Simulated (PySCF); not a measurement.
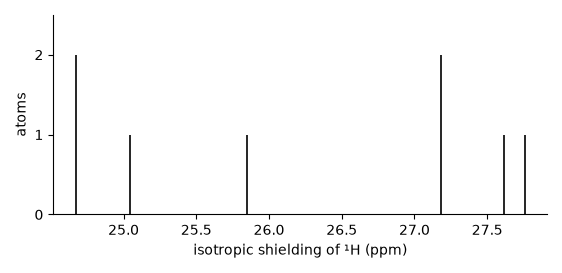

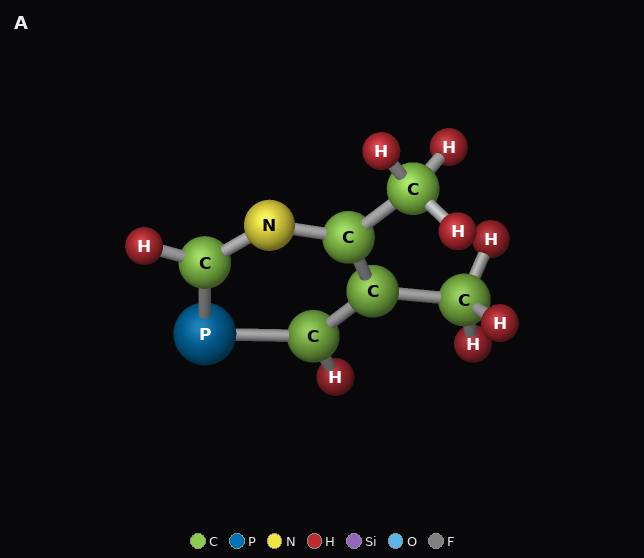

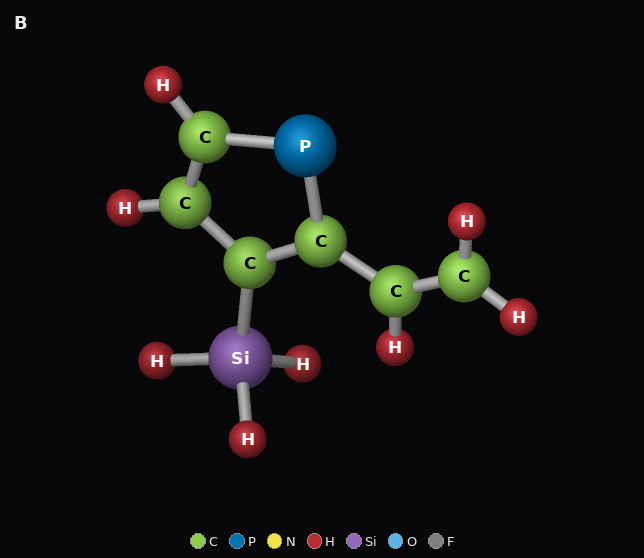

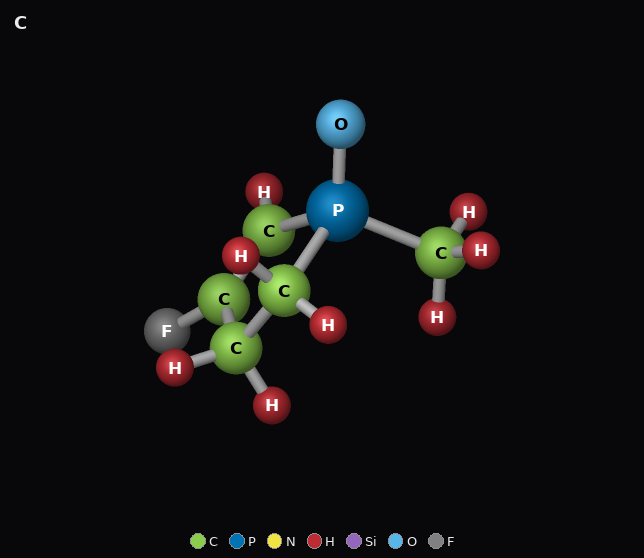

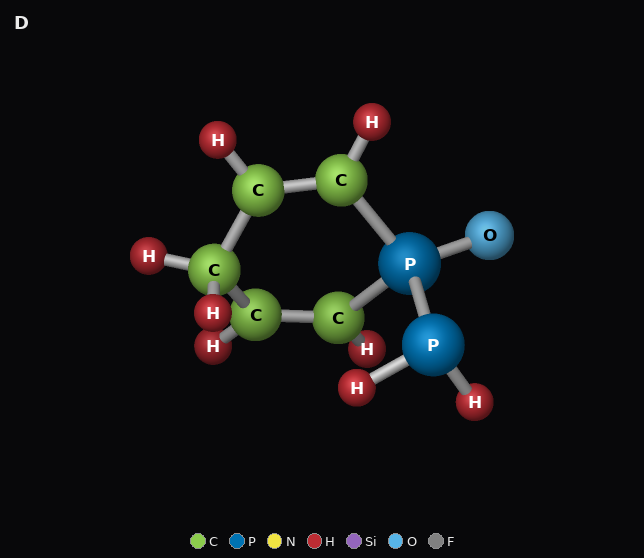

The sticks are computed shieldings of one of the molecules, for one fixed geometry (GFN2-xTB) without averaging over rotations. Low shielding means a high chemical shift. Method: GIAO PBE0/pcSseg-1 NMR shielding, non-relativistic, gas phase (PySCF 2.14.0).

Which molecule gives this pattern?

B, `C=Cc1[p-]ccc1[SiH3]`. Its 8 H atoms give lines at 24.67 (2 atoms), 25.04, 25.85, 27.18 (2 atoms), 27.62, 27.76 ppm.

The geometry is semi-empirical. Around P, Si such bond lengths and angles can be off by a tenth of an ångström or more and by several degrees, and values that hang on the shape move with them.
